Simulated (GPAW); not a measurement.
# Polarising honeycomb PN monolayer with a field along the normal

The dipole of the cell at several fields, atoms fixed. What does the strongest field give, and what length does the slope stand for?

How it was computed: GPAW 26.7.0, plane waves (500 eV), PAW setups, PBE, 12×12 mesh, a dipole layer in the vacuum; geometry relaxed without an applied field with GPAW. The cell's area is 6.32 Å², and e/ε0 = 180.95 V Å.

What came out, but for one run:

| field (V/Å) | dipole (e Å) |
| --- | --- |
| −0.2 | 0.0053 |
| −0.1 | 0.0158 |
| −0.05 | 0.0210 |
| 0.05 | 0.0314 |
| 0.1 | 0.0366 |
| 0.2 | 0.0469 |
| 0.3 | ? |

**Question.** What is the dipole at 0.3 V/Å?

Worked answer. A line through the 6 points has the slope α = 0.104 e Å per V/Å and the intercept p₀ = 0.0262 e Å (r.m.s. residual 4.7e−05). At 0.3 V/Å it gives p = 0.0262 + 0.104 × 0.3 = 0.0574 e Å; the run gives 0.0573 e Å, so the response stays linear to 0.2 % of the induced part. Dividing by ε0 and the area: α/(ε0 A) = 0.104 × 180.95 / 6.32 = 2.98 Å, against 0.88 Å between the outer nuclei. For a gapped layer this length is t(1 − 1/ε), so it fixes ε only once a thickness t is chosen.

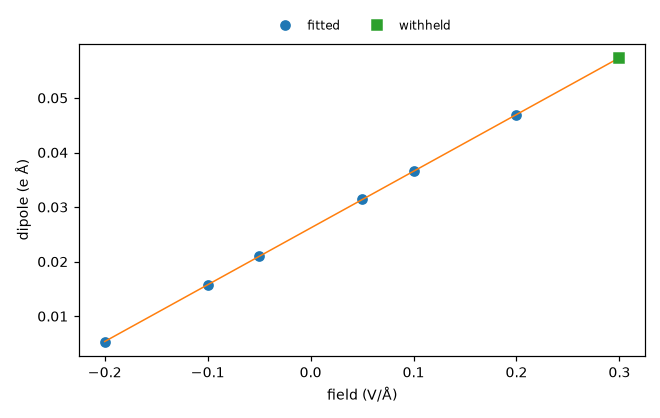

The line and the withheld run.

**Limits.** This is the electronic response alone; ions that move would add to it in polar layers. No run was spin-polarised, so magnetic states weren't tested. Layers with unlike faces were relaxed with their cell in a fully periodic cell without the dipole layer, so their atoms felt a small spurious field.
